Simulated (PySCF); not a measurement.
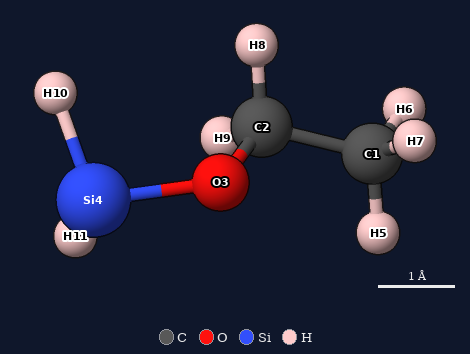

**Figure 1.** The structure as given in the input (ball-and-stick view, seen at a tilt; atoms are numbered from 1 in the order of the input). Bond lengths as drawn: C–C 1.53 Å, C–H 1.09 to 1.11 Å, C–O 1.36 Å, H–Si 1.53 Å and O–Si 1.71 Å.

# C$_{2}$H$_{7}$OSi (charge −1): NMR shielding calculation

- system: C$_{2}$H$_{7}$OSi, charge −1, SMILES CCO[SiH2-]
- method: GIAO PBE0/pcSseg-1 NMR shielding, non-relativistic, gas phase (PySCF 2.14.0)

The geometry comes from this level: GFN2-xTB, NEB image 2 of 0 to 8. It belongs to a series of runs on one base structure; here: NEB image 2 of 0 to 8. Figures and captions count atoms from 1; the log counts them from 0 in places.

### The program's output
```
coarse grid: 9224 points
cycle   1  E = -444.6661770660  dE =  2.244e-01  |g| = 7.214e-01  |ddm| = 2.788e+00
cycle   2  E = -444.4725788598  dE =  1.936e-01  |g| = 1.237e+00  |ddm| = 2.577e+00
cycle   3  E = -444.7799857080  dE = -3.074e-01  |g| = 1.053e-01  |ddm| = 1.806e+00
cycle   4  E = -444.7820908732  dE = -2.105e-03  |g| = 4.637e-02  |ddm| = 1.482e-01
cycle   5  E = -444.7825880587  dE = -4.972e-04  |g| = 8.088e-03  |ddm| = 4.053e-02
cycle   6  E = -444.7826063256  dE = -1.827e-05  |g| = 2.259e-03  |ddm| = 1.395e-02
cycle   7  E = -444.7826074046  dE = -1.079e-06  |g| = 3.009e-04  |ddm| = 3.688e-03
final grid: 83160 points
cycle   8  E = -444.8156837337  dE = -1.582e-05  |g| = 8.289e-03  |ddm| = 1.698e-02
cycle   9  E = -444.8156712000  dE =  1.253e-05  |g| = 1.173e-02  |ddm| = 1.294e-02
cycle  10  E = -444.8156964783  dE = -2.528e-05  |g| = 1.092e-03  |ddm| = 8.502e-03
cycle  11  E = -444.8156967408  dE = -2.625e-07  |g| = 1.611e-04  |ddm| = 1.305e-03
cycle  12  E = -444.8156967465  dE = -5.728e-09  |g| = 3.738e-05  |ddm| = 1.916e-04
cycle  13  E = -444.8156967469  dE = -3.265e-10  |g| = 7.773e-06  |ddm| = 7.954e-05
```

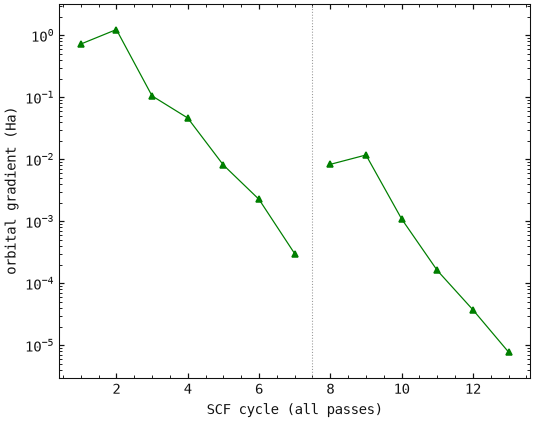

**Figure 2.** Convergence of the self-consistent field: orbital gradient against the SCF cycle. The dotted line marks the change from a coarse to the final integration grid. The first 7 cycles use a coarse grid, the final grid takes over at cycle 8, and the field converges after 13 cycles in all.

```
converged SCF energy = -444.8156967469

GIAO shielding tensors (ppm)
atom      isotropic    diamagn.    paramagn.     s11        s22        s33       span
  0 C      163.324     248.424     -85.100    145.008    159.698    185.266     40.258
  1 C      107.607     241.904    -134.298     63.780     94.657    164.382    100.602
  2 O      309.114     395.566     -86.452    270.615    302.413    354.314     83.699
  3 Si     342.790     877.143    -534.354     93.128    391.686    543.555    450.428
  4 H       30.700      30.544       0.156     27.594     29.376     35.129      7.535
  5 H       31.337      30.295       1.042     27.842     28.784     37.385      9.544
  6 H       30.783      30.278       0.505     27.842     28.926     35.580      7.738
  7 H       27.823      30.587      -2.764     24.404     27.145     31.920      7.515
  8 H       28.575      31.051      -2.476     24.994     29.792     30.940      5.946
  9 H       25.838      30.360      -4.521     20.901     25.613     31.001     10.100
 10 H       25.886      30.481      -4.595     20.831     25.612     31.214     10.383
```

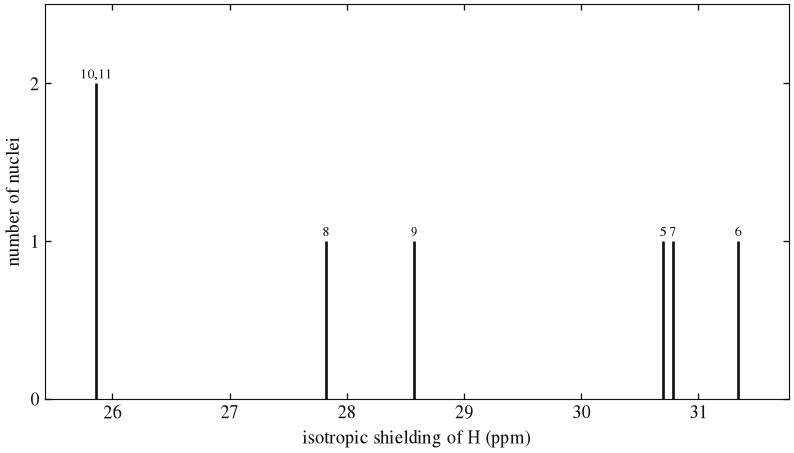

**Figure 3.** Isotropic shieldings of the hydrogen nuclei in this fixed geometry, labelled by atom number; shielding grows to the right, so chemical shift grows to the left. The least shielded is H10 (25.8 ppm), the most shielded H6 (31.3 ppm).

The run was set up as follows.

### The input
```
{"job": {"kind": "nmr", "xc": "PBE0", "basis": "pcSseg-1", "pop": false}, "charge": -1, "multiplicity": 1}
C     -1.643700     0.138900    -0.067900
C     -0.179000    -0.305600    -0.148100
O      0.583700     0.335900     0.776800
Si     2.270900     0.482800     0.525400
H     -1.702700     1.212700    -0.239000
H     -2.243900    -0.378500    -0.817100
H     -2.043400    -0.072600     0.922700
H     -0.135500    -1.408000    -0.001700
H      0.178300    -0.114400    -1.179200
H      2.643800    -0.945700     0.135300
H      2.276700     1.057100    -0.893300
```

The first line tells a small driver script what to run in PySCF; the rest is the geometry in Å.

Launch command:
```bash
OMP_NUM_THREADS=1 python <driver script> task.json out
```

### Key numbers

| quantity | value |
| --- | --- |
| outcome | converged |
| total energy | −444.815697 hartree |
| HOMO | 0.62 eV |
| LUMO | 5.30 eV |
| isotropic shielding, C | 107.6 to 163.3 ppm |
| isotropic shielding, O | 309.1 ppm |
| isotropic shielding, Si | 342.8 ppm |
| isotropic shielding, H | 25.8 to 31.3 ppm |
| hardware | 1 CPU thread, shared host |
| wall time | 7.3 s |
| peak memory | 0.53 GiB |

### Remarks

The highest filled orbital lies above zero: either the extra electron isn't bound at this level, or the self-interaction error of the functional lifts the level.
